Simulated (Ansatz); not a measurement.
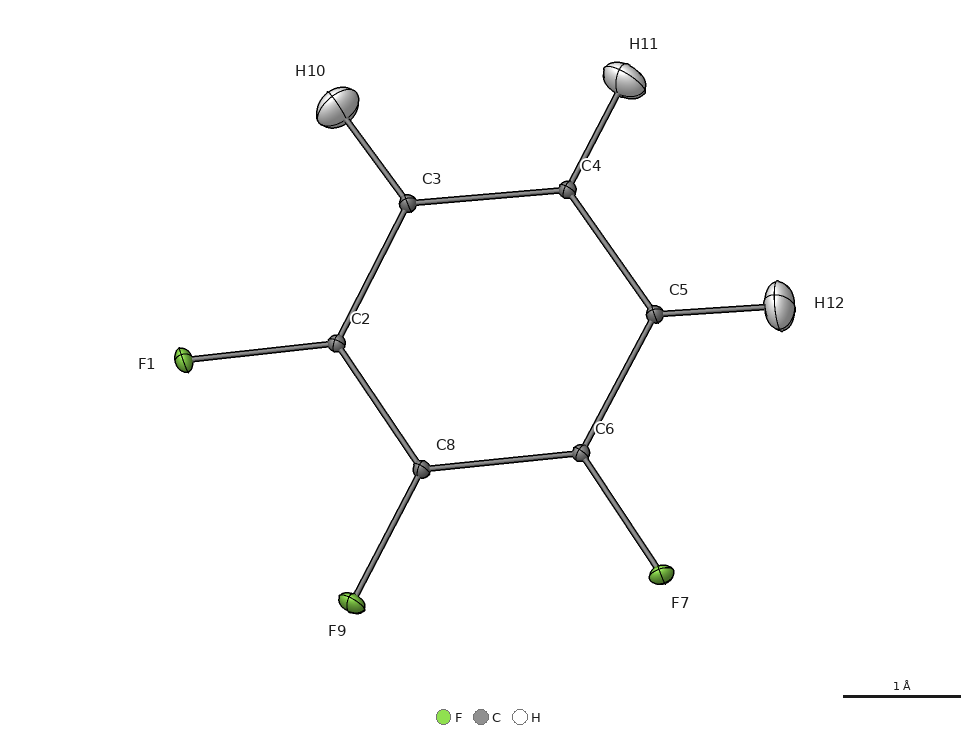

Displacement ellipsoids at the 50 % level, from the internal vibrations of the free molecule (harmonic, no overall translation or rotation; no half-axis is drawn under 0.075 Å). Vibrations computed with RKS PBE0-D4/def2-TZVP (Ansatz 0.2.0). Temperature: 600 K.

> Which atom moves most?

H10, H12, with U_eq = 0.0223 Å².

> Does H10 move more along its bond or across it?

Across it: the root-mean-square amplitude is 0.084 Å along the bond and up to 0.205 Å across, since bending and torsion are softer than stretching.

Give the displacement parameters, one line for each set of equivalent atoms.

```csv
atom,U_eq (Å²),rms amplitudes (Å)
"F1, F7",0.0056,"0.042, 0.071, 0.100"
"C2, C6",0.0026,"0.038, 0.041, 0.069"
"C3, C5",0.0036,"0.037, 0.047, 0.085"
C4,0.0030,"0.038, 0.046, 0.074"
C8,0.0035,"0.036, 0.046, 0.085"
F9,0.0071,"0.049, 0.079, 0.112"
"H10, H12",0.0223,"0.084, 0.133, 0.205"
H11,0.0209,"0.083, 0.126, 0.199"
```
